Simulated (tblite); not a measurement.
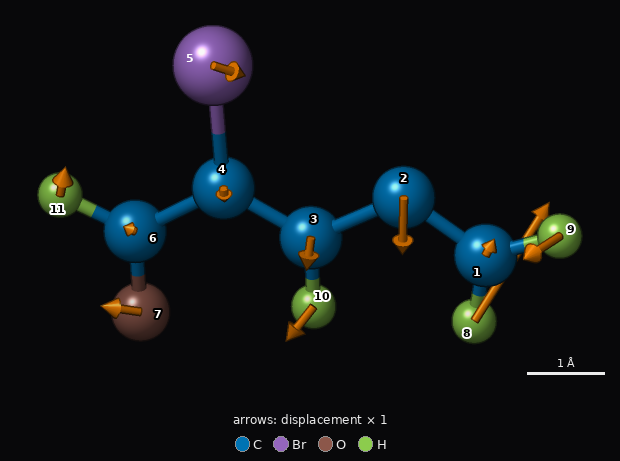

This is a relaxation of C5H4BrO (multiplicity 2). The starting structure is drawn; orange arrows show the displacements, at their true length. The two geometries are superimposed by the best rigid fit.

The picture is a ball-and-stick view, seen at a tilt.

Level of theory: GFN2-xTB geometry optimisation, gas phase (tblite 0.8.0). 

Q: Which element moves most?

A: Hydrogen: up to 1.85 Å, against 0.92 Å for carbon.

Q: What happened in the run?

A: H8 moves most after the best rigid fit: 1.85 Å. By element the largest moves are H 1.85 Å, C 0.92 Å, O 0.58 Å, Br 0.57 Å. Some distances before and after: C2–C3 1.491 → 1.326 Å, C3–C4 1.323 → 1.408 Å, C1–C2 1.330 → 1.285 Å, C6–O7 1.258 → 1.217 Å. Bond angles that change, for instance: C1–C2–C3 112.0° → 178.8°, C2–C3–C4 118.7° → 125.5°, C4–C6–H11 121.2° → 114.6°. Over 94 geometry steps the energy falls by 1.914 eV.
